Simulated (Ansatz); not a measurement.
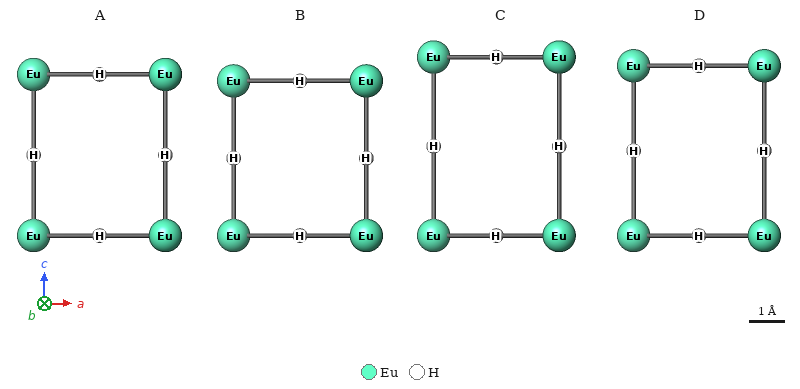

4 geometries from one relaxation of a crystal of EuH$_{4}$ (a generated structure, set up in P6/mmm) (coarse preliminary run), in shuffled order. The picture is a ball-and-stick view of the cell of the calculation, seen along the b axis.

Computed with DFT PBE, scalar-relativistic, plane waves, PAW in Ansatz. (plane-wave cutoff 420 eV; k-point mesh 6 × 6 × 4; occupations gaussian; smearing width 0.1 eV; collinear spin; cell and atoms relaxed; force threshold 0.04 eV/Å; at most 70 steps)

Question: Put them in the order of the run, from the start to the converged end.

Answer: C, D, A, B. They are steps 0, 1, 2, 4, at +88.9 meV per atom, +29.7 meV per atom, +6.3 meV per atom relative to the last. The atoms keep their places relative to the cell (all moves are under 0.005 Å). The drawn cell changes as follows: a = b 4.143 → 4.381 Å (+5.7 %), c 5.101 → 4.419 Å (−13.4 %); the volume changes by −3.1 %. Some distances before and after: Eu–H 2.551 → 2.210 Å, Eu–H 2.072 → 2.190 Å. The space group stays P6/mmm (No. 191). Over 3 accepted moves (4 points after the start) the energy falls by 88.9 meV per atom. All forces vanish by symmetry, so only the cell relaxes. Pressure: 1.75 GPa at the start and 0.08 GPa at the end. The SCF was repeated once at an unchanged geometry on a basis and grid sized afresh for the cell, which shifted the energy by 0.3 meV per atom at most. Cost: 15 s on 1 thread of Intel(R) Xeon(R) 6975P-C (Granite Rapids), on a shared host, peak memory 0.42 GiB.

Limits of the set-up: 4f states are treated without a Hubbard U.
